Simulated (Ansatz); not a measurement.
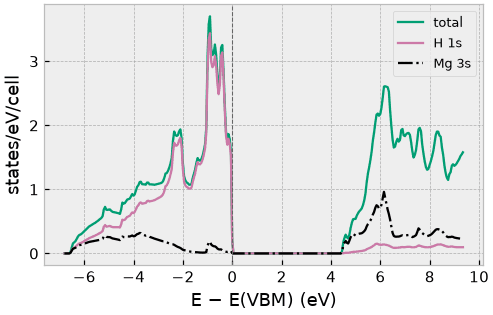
Figure: Total and projected density of states of MgH₂ (rutile, P4_2/mnm), plane-wave PAW r²SCAN (Ansatz code)

Question: Which orbitals carry the states next to the gap?

Answer: Top 1 eV of the valence band: H 1s 95 %. Bottom 1 eV of the conduction band: Mg 3s 53 %, outside the projected shells 43 %. Projections are on Löwdin-orthogonalised atomic valence shells; empty p or d shells of many metals are not among them.

Question: Where is the tallest occupied peak in this window, and what makes it?

Answer: Near -0.9 eV, about 3.7 states/eV per cell; the largest projected share is H 1s.

Symmetry was held in the r²SCAN relaxation; phonons on a q-mesh show no instability.

Potentials: the later of the program's two PAW sets.
